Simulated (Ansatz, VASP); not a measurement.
**SnSe2 in two plane-wave programs**

Wanted: the spread between two codes on one cell, functional and k mesh.

Method: plane waves, with VASP 6.6.1 beside it; relaxation of cell and atoms at PBE with D3(BJ), in Ansatz 0.2.0.

## 1. The structure

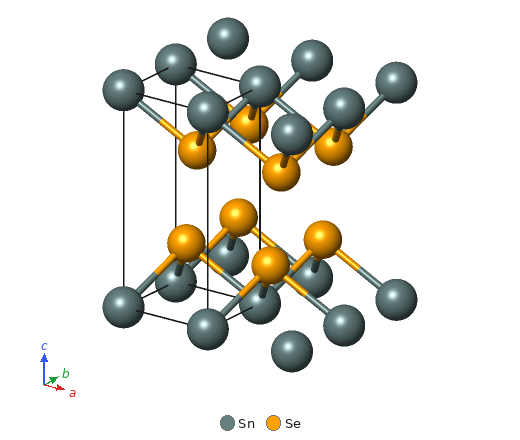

The cell as given, slightly off an axis (tin teal, selenium orange). 2×2×1 cells are drawn. Bonds to atoms that aren't drawn are left out. Some periodic images of atoms are drawn too.

## 2. VASP: relaxation of cell and atoms, PBE with D3(BJ)

The relaxed volume is the usual yardstick between codes: its relative difference is about their pressure difference at one cell divided by the bulk modulus.

Lines of VASP's logs that name or quote its potential files are left out, and so is its time.

Input file INCAR:

```
SYSTEM = SnSe2
PREC = Accurate
ENCUT = 520
EDIFF = 1E-06
NELM = 100
ISMEAR = -1
SIGMA = 0.05
LREAL = .FALSE.
ALGO = Normal
GGA = PE
IVDW = 12
NBANDS = 19
LORBIT = 11
LWAVE = .FALSE.
LCHARG = .FALSE.
KPAR = 4
IBRION = 2
NSW = 60
ISIF = 3
EDIFFG = -0.01
```

Input file POSCAR:

```
SnSe2
1.0
    3.8110000000      0.0000000000      0.0000000000
   -1.9055000000      3.3004228138      0.0000000000
    0.0000000000      0.0000000000      6.1360000000
Sn Se
1 2
Direct
    0.0000000000      0.0000000000      0.0000000000
    0.3333333333      0.6666666667      0.2490000000
    0.6666666667      0.3333333333      0.7510000000
```

Input file KPOINTS:

```
Automatic mesh
0
Gamma
6 6 3
0 0 0
```

Potentials, in the order of the species: Sn_d and Se (PBE family, release 64).

Launch:

```
$ mpirun -np 4 vasp_std
```

Numbers of over 12 decimals in the logs are rounded to 6 here.

What it wrote:

```text
[banner, memory and clock lines left out]
running    4 mpi-ranks, on    1 nodes
 distrk:  each k-point on    1 cores,    4 groups
 distr:  one band on    1 cores,    1 groups

 POSCAR found type information on POSCAR SnSe
 POSCAR found :  2 types and       3 ions
 LDA part: xc-table for (Slater+PW92), standard interpolation
 POSCAR, INCAR and KPOINTS ok, starting setup
 FFT: planning ... GRIDC
 FFT: planning ... GRID_SOFT
 FFT: planning ... GRID
 WAVECAR not read
 entering main loop
       N       E                     dE             d eps       ncg     rms          rms(c)
DAV:   1     0.211697828324E+03    0.21170E+03   -0.12286E+04   664   0.157E+03
DAV:   2     0.129637910697E+02   -0.19873E+03   -0.19235E+03   673   0.399E+02
DAV:   3    -0.111310287924E+02   -0.24095E+02   -0.23663E+02   789   0.121E+02
DAV:   4    -0.119893689513E+02   -0.85834E+00   -0.85620E+00   771   0.239E+01
DAV:   5    -0.120101146055E+02   -0.20746E-01   -0.20742E-01   918   0.380E+00    0.523E+00
DAV:   6    -0.117493234810E+02    0.26079E+00   -0.51702E-01   978   0.794E+00    0.337E+00
DAV:   7    -0.117277703982E+02    0.21553E-01   -0.17771E-01   782   0.280E+00    0.100E+00
DAV:   8    -0.117275029379E+02    0.26746E-03   -0.13205E-02   810   0.121E+00    0.290E-01
DAV:   9    -0.117280313573E+02   -0.52842E-03   -0.15798E-03   734   0.310E-01    0.880E-02
DAV:  10    -0.117280420535E+02   -0.10696E-04   -0.11684E-04   909   0.830E-02    0.350E-02
DAV:  11    -0.117280758406E+02   -0.33787E-04   -0.45605E-05   691   0.388E-02    0.637E-03
DAV:  12    -0.117280768977E+02   -0.10571E-05   -0.23683E-06   715   0.121E-02    0.592E-03
DAV:  13    -0.117280775344E+02   -0.63669E-06   -0.24819E-06   582   0.997E-03
   1 F= -.12810913E+02 E0= -.12810890E+02  d E =-.128109E+02
[... from here on, the cycles between the ionic steps are left out ...]
   2 F= -.12829389E+02 E0= -.12829239E+02  d E =-.184756E-01
   3 F= -.12861957E+02 E0= -.12861899E+02  d E =-.510441E-01
   4 F= -.12861957E+02 E0= -.12861900E+02  d E =-.510439E-01
   5 F= -.12864994E+02 E0= -.12864926E+02  d E =-.303641E-02
   6 F= -.12866247E+02 E0= -.12866164E+02  d E =-.428923E-02
   7 F= -.12866322E+02 E0= -.12866234E+02  d E =-.436427E-02
   8 F= -.12867407E+02 E0= -.12867316E+02  d E =-.108570E-02
   9 F= -.12869762E+02 E0= -.12869655E+02  d E =-.344038E-02
  10 F= -.12870244E+02 E0= -.12870061E+02  d E =-.392244E-02
  11 F= -.12870767E+02 E0= -.12870629E+02  d E =-.444562E-02
  12 F= -.12871392E+02 E0= -.12871252E+02  d E =-.624724E-03
  13 F= -.12871775E+02 E0= -.12871629E+02  d E =-.100756E-02
 curvature:  -1.62 expect dE=-0.381E-04 dE for cont linesearch -0.323E-05
 ZBRENT: extrapolating
 opt :   0.6997  next Energy=   -12.871778 (dE=-0.101E-02)
 bond charge predicted
       N       E                     dE             d eps       ncg     rms          rms(c)
DAV:   1    -0.117935336407E+02    0.54977E-03   -0.18576E-03   825   0.517E-01    0.409E-02
DAV:   2    -0.117934902570E+02    0.43384E-04   -0.13155E-04   843   0.155E-01    0.213E-02
DAV:   3    -0.117934760381E+02    0.14219E-04   -0.36872E-05   837   0.860E-02    0.468E-03
DAV:   4    -0.117934764241E+02   -0.38600E-06   -0.28227E-06   569   0.143E-02
  14 F= -.12871777E+02 E0= -.12871631E+02  d E =-.101001E-02
 curvature:  -1.44 expect dE=-0.225E-04 dE for cont linesearch -0.872E-06
 trial: gam= 0.00883 g(F)=  0.503E-05 g(S)=  0.105E-04 ort =-0.859E-04 (trialstep = 0.355E+00)
 search vector abs. value=  0.150E-04
 reached required accuracy - stopping structural energy minimisation
```

Parts of OUTCAR (step 2):

```text
ion  position               nearest neighbor table
   1  0.000  0.000  0.000-   2 2.68   3 2.68   2 2.68   3 2.68   3 2.68   2 2.68
   2  0.333  0.667  0.249-   1 2.68   1 2.68   1 2.68
   3  0.667  0.333  0.751-   1 2.68   1 2.68   1 2.68

  LATTYP: Found a hexagonal cell.
 ALAT       =     3.8110000000
 C/A-ratio  =     1.6100760955

 Subroutine GETGRP returns: Found 12 space group operations
 (whereof 12 operations were pure point group operations)

The static configuration has the point symmetry D_3d.

 Found     17 irreducible k-points:

   k-points           NKPTS =     17   k-points in BZ     NKDIM =     17   number of bands    NBANDS=     19

   dimension x,y,z NGX =    28 NGY =   28 NGZ =   48
   dimension x,y,z NGXF=    56 NGYF=   56 NGZF=   96

   ENCUT  =  520.0 eV  38.22 Ry    6.18 a.u.   7.09  7.09 11.41*2*pi/ulx,y,z

   NELECT =      26.0000    total number of electrons

 k-points in reciprocal lattice and weights: Automatic mesh
   0.00000000  0.00000000  0.00000000       0.009
   0.16666667 -0.00000000  0.00000000       0.056
   0.33333333 -0.00000000  0.00000000       0.056
   0.50000000  0.00000000  0.00000000       0.028
   0.16666667  0.16666667  0.00000000       0.056
   0.33333333  0.16666667  0.00000000       0.111
   0.33333333  0.33333333  0.00000000       0.019
   0.00000000  0.00000000  0.33333333       0.019
   0.16666667 -0.00000000  0.33333333       0.056
[...]
-0.16666667  0.50000000  0.33333333       0.111
   0.33333333  0.33333333  0.33333333       0.037

 Edisp (eV)   -1.07769

 average (electrostatic) potential at core
       1-102.7094       2 -53.3984       3 -53.3984

 E-fermi :   4.4647

 k-point     1 :       0.0000    0.0000    0.0000
  band No.  band energies     occupation
    ...
      9       3.5867      2.00000
     10       3.5867      2.00000
     11       3.7830      2.00000
     12       3.7830      2.00000
     13       4.1324      1.99741
     14       5.0199      0.00003
     15       7.2119      0.00000
     16       8.7721      0.00000
     17       8.7721      0.00000
     18      12.3168      0.00000
    ...

 k-point     2 :       0.1667   -0.0000    0.0000
  band No.  band energies     occupation
    ...
      9       1.5808      2.00000
     10       2.6094      2.00000
     11       2.7700      2.00000
     12       4.0889      1.99891
     13       4.1671      1.99482
     14       6.2832      0.00000
     15       7.8345      0.00000
     16       8.8181      0.00000
     17       9.1296      0.00000
     18      11.3026      0.00000
    ...

 k-point     3 :       0.3333   -0.0000    0.0000
  band No.  band energies     occupation
    ...
      9       0.2184      2.00000
     10       1.2628      2.00000
     11       1.9692      2.00000
     12       3.4887      2.00000
     13       3.9978      1.99982
     14       5.6564      0.00000
     15       7.9843      0.00000
     16       9.3251      0.00000
     17       9.7609      0.00000
     18      10.5016      0.00000
    ...

 Edisp (eV)   -1.07830

  Total       0.01710     0.01710    -0.00839     0.00000     0.00000     0.00000
  in kB       0.35300     0.35300    -0.17318     0.00000     0.00000     0.00000
  external pressure =        0.18 kB  Pullay stress =        0.00 kB

  energy-cutoff  :      520.00
  volume of cell :       77.62
      direct lattice vectors                 reciprocal lattice vectors
     3.839231194 -0.000000000  0.000000000     0.260468815  0.150381741 -0.000000000
    -1.919615597  3.324871745  0.000000000     0.000000000  0.300763481 -0.000000000
    -0.000000000  0.000000000  6.080724394    -0.000000000 -0.000000000  0.164454091

 POSITION                                       TOTAL-FORCE (eV/Angst)
 -----------------------------------------------------------------------------------
      0.00000      0.00000      0.00000         0.000000      0.000000      0.000000
     -0.00000      2.21658      1.59308         0.000000     -0.000000     -0.007223
      1.91962      1.10829      4.48764        -0.000000      0.000000      0.007223
 -----------------------------------------------------------------------------------
    total drift:                               -0.000000      0.000000      0.000000

  FREE ENERGIE OF THE ION-ELECTRON SYSTEM (eV)
  ---------------------------------------------------
  free  energy   TOTEN  =       -12.8717772004 eV

  energy  without entropy=      -12.8714849687  energy(sigma->0) =      -12.87163108

 reached required accuracy - stopping structural energy minimisation

 total charge
# of ion       s       p       d       tot
------------------------------------------
    1        1.062   1.005  10.091  12.159
    2        1.486   2.302   0.027   3.815
    3        1.486   2.302   0.027   3.815
--------------------------------------------------
tot          4.035   5.609  10.145  19.789

[... 3 further parts left out ...]
```

## 3. Ansatz: relaxation of cell and atoms, PBE with D3(BJ)

Ansatz runs on its default PAW (the set named soft_2) files.

The same cell, functional, mesh and smearing now go to Ansatz, which takes its cutoff from its data sets.

Input file input.yaml:

```yaml
crystal:
  lattice:
    - [3.811, 0.0, 0.0]
    - [-1.9055, 3.3004228138, 0.0]
    - [0.0, 0.0, 6.136]
  atoms:
    - { symbol: Sn, position: [0.0, 0.0, 0.0] }
    - { symbol: Se, position: [0.3333333333, 0.6666666667, 0.249] }
    - { symbol: Se, position: [0.6666666667, 0.3333333333, 0.751] }
hamiltonian:
  xc: pbe
  pseudopotentials: { kind: paw }
  dispersion: d3bj
kpoints:
  mp_grid: { grid: [6, 6, 3] }
scf:
  occupations: { method: fermi_dirac, width: 0.05 }
relax:
  f_tol: 0.01
  max_steps: 60
  cell: { stress_tol: 0.05 }
output:
  forces: true
  stress: true
  write_density: true
  write_potential: true
  elf: true
  volumetric_format: npy
```

Launch:

```
$ ansatz run input.yaml --threads 4 --pin off --max-ram 9216MiB --backend cpu --events-out ev --progress --plain --runs-dir out
```

What it wrote:

```text
Engine: ansatz 0.2.0, aarch64-unknown-linux-gnu
Pseudopotentials: kind: paw
Pseudopotential: Sn, paw, valence charge 14, recommended cutoff 420 eV (normal), Sn.paw.azcp
Pseudopotential: Se, paw, valence charge 16, recommended cutoff 420 eV (normal), Se.paw.azcp
Functional definition: PBE
  parameter kappa = 0.804
  parameter beta = 0.066725
  exchange = pbe_x(kappa = kappa, mu = beta*pi^2/3)
  correlation = pbe_c(beta = beta)
Crystal: 3 atoms, lattice volume = 77.178 Å³
Basis set: ecut = 420 eV, 1485 PW (Γ), exchange–correlation on 54×54×90 points (8 copies of the dense FFT grid, shifted against one another)
Bands: 28, of which v1, the nominal top of the filled ones, is band 23 counted from 1 (22 counted from 0)
Symmetry: 12 space group operations
Space group: P-3m1 (ITA 164), of the structure as read, at distance tolerance 4.3e-5 Å
k-points: 17 of 108
Non-local potential: Sn, projectors of the file, l = 0: 2, l = 1: 2, l = 2: 2, l = 3: 2
Non-local potential: Se, projectors of the file, l = 0: 2, l = 1: 2, l = 2: 3, l = 3: 1
PAW form: soft (Blöchl's): semilocal exchange-correlation on the pseudo side does not see the compensation charge
PAW one-centre angular grid: Sn, 590 points (default); XC on 64 Gauss nodes
PAW one-centre angular grid: Se, 590 points (default); XC on 64 Gauss nodes
Initial density: superposition of atomic densities (neutral atoms: chi_scale 0, normalization atom), corrected by the library's trained network
Initial wavefunctions: pseudopotential atomic-orbital guess
Functional: x = pbe(κ = 0.804, μ = 0.219515), c = pbe(β = 0.066725)
SCF iter   1: F=—  HF=-16964.342076 eV  |F-HF|=—  |Δ(HF+E_count)|=         —  Δρ=1.68e-3  dr2=3.14e-3  ethr=1.77e-3  ⟨swp⟩=6.5  Hψ=2124  notcnv=0
preconditioner: auto → Resta (q_TF=auto, 2.503 Å⁻¹)  ε∞=2.8  [insulator: Δε(μ)=0.794 eV  Ē_g=16.236 eV  σ=0.050 eV  W_gap=1.00  n_scr=22 (ndim 8)  ℏωp=21.6 eV  f_vac=0.080  D(μ)=0.00/eV (n_scr^D=0)  ε∞_Penn≈2.8]
SCF iter   2: F=—  HF=-16964.340703 eV  |F-HF|=—  |Δ(HF+E_count)|=   1.37e-3  Δρ=7.62e-4  dr2=3.01e-4  ethr=6.83e-6  ⟨swp⟩=2.8  Hψ=989  notcnv=0  defer=1
SCF iter   3: F=—  HF=-16964.340789 eV  |F-HF|=—  |Δ(HF+E_count)|=   8.62e-5  Δρ=3.50e-4  dr2=5.55e-5  ethr=6.54e-7  ⟨swp⟩=2.0  Hψ=851  notcnv=0  defer=1
SCF iter   4: F=—  HF=-16964.340819 eV  |F-HF|=—  |Δ(HF+E_count)|=   2.93e-5  Δρ=1.05e-4  dr2=5.84e-6  ethr=1.21e-7  ⟨swp⟩=2.0  Hψ=601  notcnv=0  defer=1
SCF iter   5: F=—  HF=-16964.340824 eV  |F-HF|=—  |Δ(HF+E_count)|=   5.50e-6  Δρ=2.11e-5  dr2=3.86e-7  ethr=1.27e-8  ⟨swp⟩=2.0  Hψ=604  notcnv=0  defer=1
SCF iter   6: F=-16964.340825 eV  HF=-16964.340825 eV  |F-HF|=4.40e-8  |Δ(HF+E_count)|=   4.73e-7  Δρ=6.92e-6  dr2=4.69e-8  ethr=2.17e-10  ⟨swp⟩=8.6  Hψ=3250  notcnv=0
SCF 1 converged in 6 iterations: F = -16964.340825 eV  dr2 = 4.69e-8
  greatest PAW one-centre occupation: 1.000 electrons in one spin orbital (limit 2), on the Se atom at site 2 (counted from 0), in its partial waves of l = 2
relax step   1: F+E_penalty+E_count = -16964.34082463 eV  Δ(F+E_penalty+E_count) = +0.000e0 eV  max|allowed force component| = 7.699e-1 eV/Å  Δτ_max = 0.0000 Å  P = +3.273 GPa  Ω = 77.178 Å³  (6 SCF iters, dr2 threshold 1.00e-7 eV, accepted)
[...]
relax step   2: F+E_penalty+E_count = -16964.22865154 eV  Δ(F+E_penalty+E_count) = +1.122e-1 eV  max|allowed force component| = 1.091e0 eV/Å  Δτ_max = 0.1993 Å  P = -3.174 GPa  Ω = 77.478 Å³  energy of the carried Pulay correction = -7.215e-5 eV  (6 SCF iters, dr2 threshold 3.00e-7 eV, rejected (line search))
[...]
relax step   3: F+E_penalty+E_count = -16964.39710236 eV  Δ(F+E_penalty+E_count) = -5.628e-2 eV  max|allowed force component| = 1.234e-1 eV/Å  Δτ_max = 0.0858 Å  P = -0.475 GPa  Ω = 77.871 Å³  energy of the carried Pulay correction = -1.661e-4 eV  (10 SCF iters, accepted)
[...]
relax step   4: F+E_penalty+E_count = -16964.39874426 eV  Δ(F+E_penalty+E_count) = -1.642e-3 eV  max|allowed force component| = 1.057e-2 eV/Å  Δτ_max = 0.0095 Å  P = -0.045 GPa  Ω = 77.720 Å³  energy of the carried Pulay correction = -1.301e-4 eV  (5 SCF iters, dr2 threshold 3.00e-7 eV, accepted)
[...]
relax step   5: F+E_penalty+E_count = -16964.39876717 eV  Δ(F+E_penalty+E_count) = -2.292e-5 eV  max|allowed force component| = 2.383e-5 eV/Å  Δτ_max = 0.0005 Å  P = -0.000 GPa  Ω = 77.686 Å³  energy of the carried Pulay correction = -1.218e-4 eV  (4 SCF iters, dr2 threshold 1.65e-8 eV, accepted)
[...]
relax step   6: F+E_penalty+E_count = -16964.39890097 eV  Δ(F+E_penalty+E_count) = -1.338e-4 eV  max|allowed force component| = 1.141e-4 eV/Å  Δτ_max = 0.0000 Å  P = -0.004 GPa  Ω = 77.686 Å³  stress off target by 1.28e-2 GPa  SCF on the basis re-selected at this cell (its energy is not comparable with the rows above)  (6 SCF iters)
basis re-selected at this cell: Δ(F+E_penalty+E_count) = -1.338e-4 eV, ΔP = -0.004 GPa vs the last step (what re-selecting the basis moved, of the pressure what is left beyond the Pulay correction that the steps carried, after the strain that the cell walked since its last selection, with what the two solves' SCF thresholds leave and, on support functions, any second-order correction that the steps lacked; it is no m [...]
SCF converged after 6 iterations
Free energy (F): -16964.398901 eV
Harris-Foulkes:  -16964.398901 eV  (|F-HF|=1.09e-11)
Internal energy: -16964.398647 eV  (E = F + TS)
E sigma→0 (E₀):  -16964.398774 eV
Entropy (-TS):   -0.000254 eV (-0.085 meV/atom)
Fermi energy:    8.372870 eV
--- Per-component energies (eV) ---
  E_band       = -859.527088
  E_kinetic    = 424.491434
  E_local      = -5942.971661  (includes V_loc(G=0)·N_el)
  E_nonlocal   = -1222.382324
  E_hartree    = 3048.647657
  E_xc         = -589.660479
  E_vxc        = -291.095696  (∫ρ·V_xc dr)
  E_paw        = -7963.706071  (= ΣΔE_a)
  E_vpaw       = 75.136904  (= ΣTr[D̂ρ^β])
  E_aug_tail   = -0.001204  (compensation charges beyond the density's cutoff)
  E_ewald      = -4717.738452
  E_disp       = -1.077546  (pairwise vdW)
  E_smearing   = -0.000254  (= −TS)
  E_closure    = 0.000000  (closes the sum)
  Σ components = -16964.398901   (vs F -16964.398901, Δ=0.00e0)
--- Forces (eV/Å), atoms counted from 1 ---
  atom   1  Sn     0.00000000    -0.00000000     0.00000000
  atom   2  Se    -0.00000000     0.00000000    -0.00011413
  atom   3  Se    -0.00000000    -0.00000000     0.00011413
  max |Σ_I F_I| component: 9.25e-18 eV/Å
--- Stress (GPa, compression-positive) ---
        0.000301      -0.000000      -0.000000
        0.000000       0.000301       0.000000
       -0.000000       0.000000      -0.012765
  P = ⅓ Tr σ = -0.0041 GPa (-0.041 kbar)
--- Band table (eV; the first three rows and the last of 17) ---
  k-point 0: bands = [... 19 lower, 7.4930, 7.6941, 7.6941, 8.0291, 8.9428, 11.1255, 12.6870, 12.6870, ... 1 higher]
  k-point 1: bands = [... 19 lower, 7.3754, 7.3754, 7.8722, 7.8722, 10.2392, 11.0737, 12.4303, 12.4303, ... 1 higher]
  k-point 2: bands = [... 19 lower, 6.5205, 6.6790, 7.9960, 8.0643, 10.1998, 11.7499, 12.7374, 13.0490, ... 1 higher]
  k-point 16: bands = [... 19 lower, 4.0676, 4.5178, 7.3921, 7.3921, 10.0003, 12.8937, 12.8937, 14.2560, ... 1 higher]
--- Relaxed structure (5 steps of the walk, 4 accepted, 1 SCFs on fresh bases) ---
  F+E_penalty+E_count = -16964.39890097 eV   max|allowed force component| = 1.141e-4 eV/Å   (the final SCF, on the basis selected at the relaxed cell)
  cell:  # Å, volume = 77.6856 Å³
    - [3.838517, 0, -2.8488406813611e-19]
    - [-1.919259, 3.324254, 1.424420340680558e-19]
    - [-4.586850281000042e-19, 0, 6.088117]
  atoms:
    - { symbol: Sn, position: [0, 0, 0.0] }
    - { symbol: Se, position: [0.333333, 0.666667, 0.261360] }
    - { symbol: Se, position: [0.666667, 0.333333, 0.738640] }
```

Elapsed: 4.1 s, on 4 threads of Arm Neoverse V2, shared host; peak memory 0.4 GiB; 14 s of CPU time.

## 4. Differences

Known differences besides the PAW data sets themselves: both relaxations stop at a tolerance, which leaves soft axes loose, and VASP keeps its plane-wave basis; the data sets hold 46 valence electrons in Ansatz (default PAW (the set named soft_2) files) and 26 in VASP; the cutoff is 420 eV in Ansatz and 520 eV in VASP; VASP leaves aspherical gradient terms in its spheres out (LASPH is not set), Ansatz keeps them; Ansatz adds a Pulay correction to the stress that steers its cell, VASP none. Total energies have different zeros and are not compared.

Compared:

```tsv
quantity	Ansatz	VASP	difference
volume (Å³)	77.69	77.62	+0.08 %
edge a after relaxation, in the typed setting (Å)	3.838	3.839	-0.02 %
edge c after relaxation, in the typed setting (Å)	6.088	6.081	+0.12 %
```

The walks stopped with 0.00 GPa left in Ansatz and 0.02 GPa in VASP; each walk ends within a tolerance, so the volume difference is uncertain by about these residues over the bulk modulus, most in soft cells.

## 5. Summary of results

| Item | Value |
| --- | --- |
| difference in edge c after relaxation, in the typed setting (relaxation of cell and atoms, PBE with D3(BJ)) | 0.12 % |

The difference in edge c after relaxation, in the typed setting is 0.12 % (relaxation of cell and atoms, PBE with D3(BJ)), within the 1.2 % picked in this series as the mark of a large difference, as far as the stopping tolerances let one tell. How closely two codes agree says nothing of how well the functional describes the real material.

[Lines on the potential files, build, host, timing and source positions are cut from VASP's logs without a mark.]

[Logs are printed without paths, hosts, clocks, repeated set-up lines and the standing remarks that a program may print on its own settings, such as how far it seeks lower states.]

[Hosts, paths, dates, database ids (printed as entryN), source tags and the programs' standing remarks are cut or masked in the printed files.]
